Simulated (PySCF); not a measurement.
# C10H24Si4 ((MeSi)4CH26 adamantane): what the fields show

```xyz
38

Si    0.9463   -0.6687    1.5302
C     1.8771   -1.3232    3.0301
C     0.6051    1.1795    1.7051
Si   -0.3246    1.8808    0.2191
C    -0.6396    3.7244    0.4330
C    -1.9489    0.9342    0.0476
Si   -1.6788   -0.9219   -0.1665
C    -3.3212   -1.8272   -0.3290
C    -0.7094   -1.5517    1.3262
C    -0.6149   -1.1764   -1.7047
Si    1.0466   -0.2891   -1.5797
C     2.0757   -0.5738   -3.1299
C     1.9446   -0.9342   -0.0494
C     0.7083    1.5504   -1.3255
H     1.2866   -1.1908    3.9507
H     2.8331   -0.7914    3.1617
H     2.0981   -2.3967    2.9201
H     1.5601    1.7212    1.8288
H     0.0160    1.3581    2.6226
H    -1.1855    4.1348   -0.4315
H    -1.2394    3.9211    1.3360
H     0.3090    4.2765    0.5284
H    -2.5099    1.3227   -0.8215
H    -2.5769    1.1169    0.9381
H    -3.8935   -1.4561   -1.1940
H    -3.1617   -2.9085   -0.4667
H    -3.9395   -1.6883    0.5723
H    -1.3134   -1.4160    2.2411
H    -0.5344   -2.6373    1.2179
H    -1.1603   -0.8061   -2.5914
H    -0.4457   -2.2566   -1.8627
H     2.2783   -1.6467   -3.2776
H     3.0438   -0.0523   -3.0616
H     1.5525   -0.2013   -4.0252
H     2.1542   -2.0116   -0.1745
H     2.9215   -0.4263    0.0417
H     1.6672    2.0937   -1.2484
H     0.1842    1.9533   -2.2106
```

Geometry: PBE0-D3(BJ)/def2-SVP.

All numbers below come from PySCF 2.14.0, PBE0/pcSseg-1, SCF density, gas phase, non-relativistic.

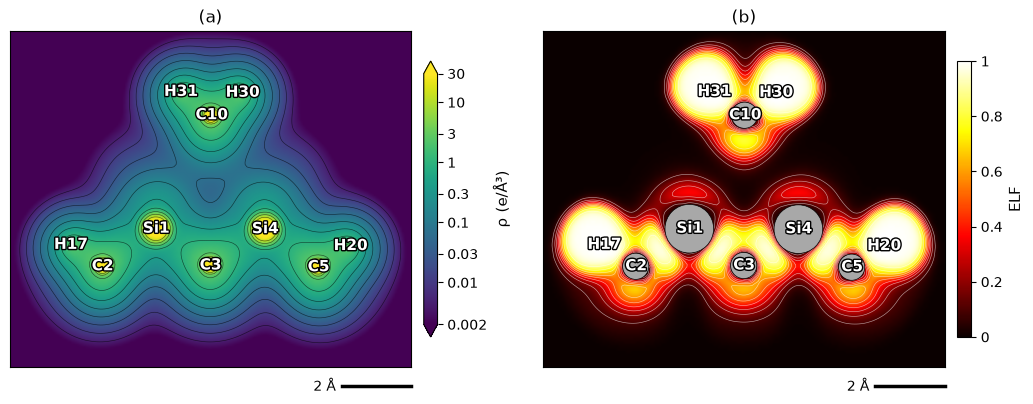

Figure 1. (a) total electron density; (b) electron localisation function on the plane of atoms C2, Si1 and C3. Grey discs cover the atomic cores in the ELF map.

> Interpret the plot.

The plane passes through Si, C and H nuclei. C–Si (1.88 Å): the density is about 0.94 e/Å³ at the midpoint; the ELF peaks at about 0.95 between the atoms; a shared electron pair. C–H (1.10 Å): ρ is about 1.9 e/Å³ halfway; the ELF climbs to about 1 towards the hydrogen, as it does in any bond to H: a covalent bond by its length.

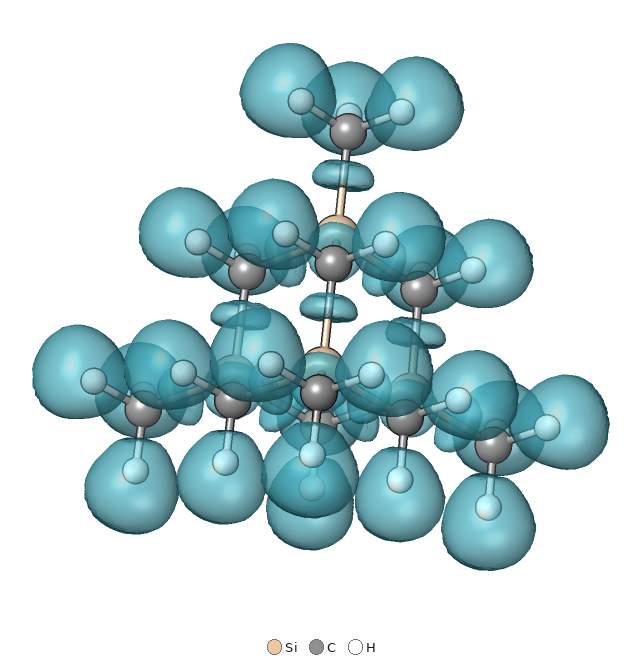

Figure 2. Isosurface of the electron localisation function at 0.85 (cyan), seen across its widest extent. Only the valence region is drawn (cores and ρ < 0.01 e/Å³ removed).

> Describe the localisation domains.

At this value the surface marks out 16 regions between bonded C–Si atoms (shared pairs) and 24 regions around hydrogen nuclei.

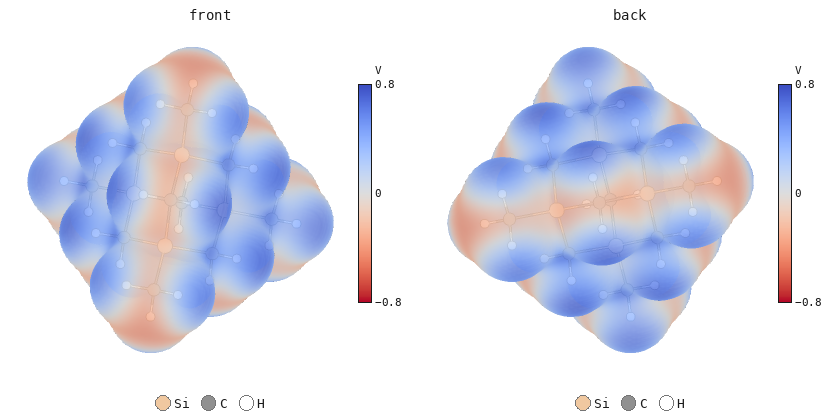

Figure 3. The electrostatic potential painted on the density surface at 0.002 e/bohr³, seen from the front and from behind; red is negative and blue positive.

> Describe the electrostatic potential map.

The most negative region (about −0.4 V) lies over C2, C5, C8 and C12, the most positive (about +0.6 V) over the H atoms.
